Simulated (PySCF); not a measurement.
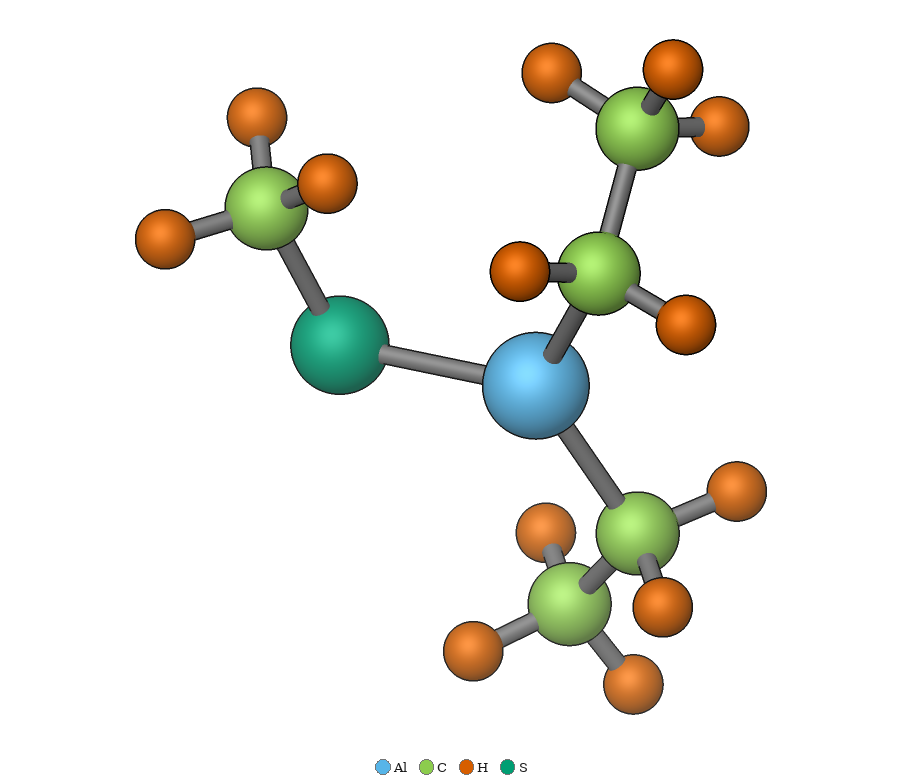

Rendered structure (ball-and-stick style).

The geometry was computed by an optimisation with PBE0-D3(BJ)/def2-SVP. No frequency run is at hand to confirm it as a minimum.

**Which formula does it have?**

C₅H₁₃AlS, 20 atoms: 5 carbon, 13 hydrogen, 1 aluminium and 1 sulfur.

**Which point group does it belong to?**

C1.

**How many bonds of each kind are drawn?**

13 C–H, 2 C–C, 2 C–Al, 1 Al–S, 1 C–S.

**Give a SMILES string for it.**

C[CH2][Al]([CH2]C)[S]C

More results for the same structure follow; atom numbers are the same in all pictures, views and colours differ.

**Shape**

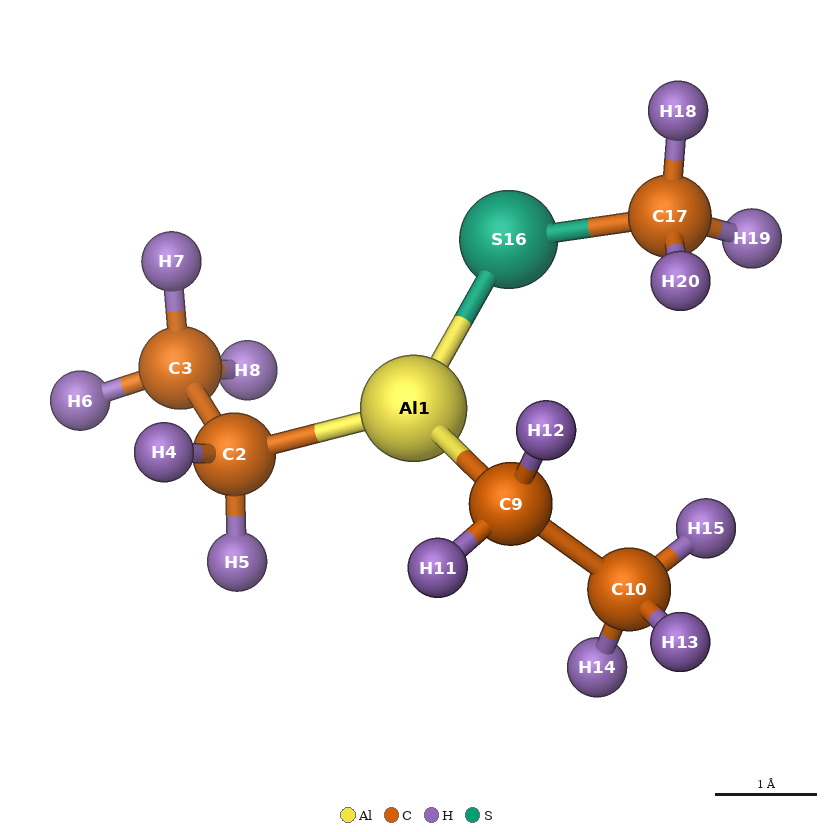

Numbered structure. No frequency run is at hand to confirm it as a minimum.

Give these bond angles: Al1–C2–H4, Al1–C9–C10, Al1–C9–H11, C2–Al1–C9, C2–Al1–S16, C2–C3–H6, C2–C3–H7, C2–C3–H8, C3–C2–H4, C3–C2–H5, C9–Al1–S16, S16–C17–H18.

| angle | degrees |
| --- | --- |
| Al1–C2–H4 | 107.5 |
| Al1–C9–C10 | 114.5 |
| Al1–C9–H11 | 107.9 |
| C2–Al1–C9 | 125.7 |
| C2–Al1–S16 | 114.1 |
| C2–C3–H6 | 112.4 |
| C2–C3–H7 | 111.7 |
| C2–C3–H8 | 111.8 |
| C3–C2–H4 | 110.5 |
| C3–C2–H5 | 110.5 |
| C9–Al1–S16 | 120.2 |
| S16–C17–H18 | 108.7 |

**Levels of theory compared**

No frequency run is at hand to confirm it as a minimum. Program: PySCF 2.14.0.

At this fixed geometry, give HOMO–LUMO gap (eV) at these levels: B3LYP/pcSseg-1 (pcSseg-2 on Al); CAM-B3LYP/def2-SVPD; PBE/pcSseg-1 (pcSseg-2 on Al); PBE0/pcSseg-1 (pcSseg-2 on Al).

```tsv
level	HOMO–LUMO gap (eV)
B3LYP/pcSseg-1 (pcSseg-2 on Al)	5.95
CAM-B3LYP/def2-SVPD	8.55
PBE/pcSseg-1 (pcSseg-2 on Al)	4.49
PBE0/pcSseg-1 (pcSseg-2 on Al)	6.37
```

**Polarisability**

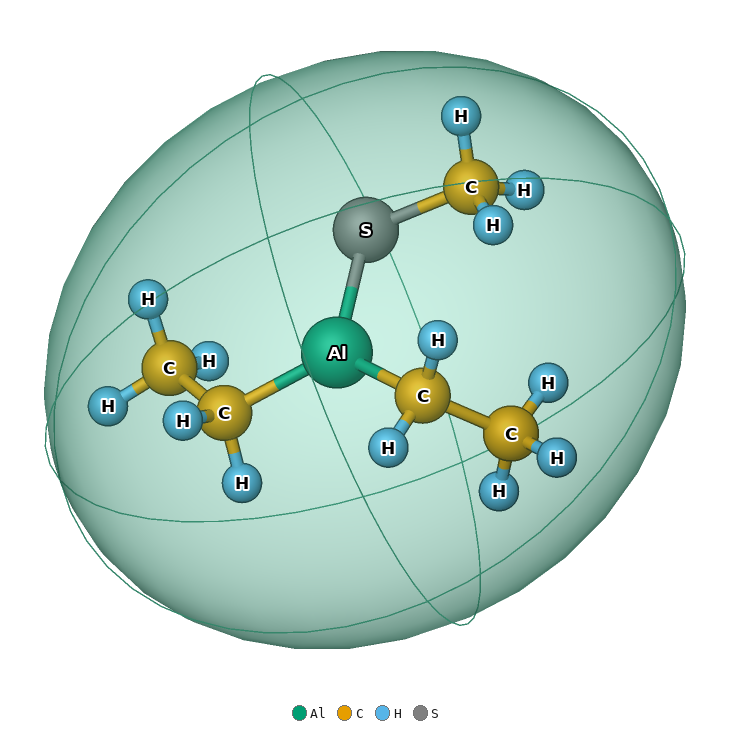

The ellipsoid shows the static dipole polarisability: its half-axes are proportional to the principal values. No frequency run is at hand to confirm it as a minimum. Method: CAM-B3LYP/def2-SVPD (PySCF 2.14.0).

**How large and how anisotropic is the polarisability?**

Principal values 89.4, 114.8, 124.6 bohr³; mean 109.6 bohr³ (16.24 Å³); anisotropy 31.5 bohr³, so the longest axis is 1.39 times the shortest.

**Core levels**

No frequency run is at hand to confirm it as a minimum. Method: delta-SCF UKS SCAN, pcX-2 on the ionised atom (unc-x2c-TZVPall on a metal), pcseg-1 elsewhere, spin-free X2C (PySCF 2.14.0).

Give the core-electron binding energies (to vacuum; p and d levels without spin–orbit splitting) of Al1 1s, Al1 2p, C2 1s, C3 1s, S16 1s, S16 2p, C17 1s.

```csv
atom,level,binding energy (eV)
Al1,1s,1565.9
Al1,2p,79.6
C2,1s,289.5
C3,1s,290.3
S16,1s,2476.0
S16,2p,168.5
C17,1s,291.1
```
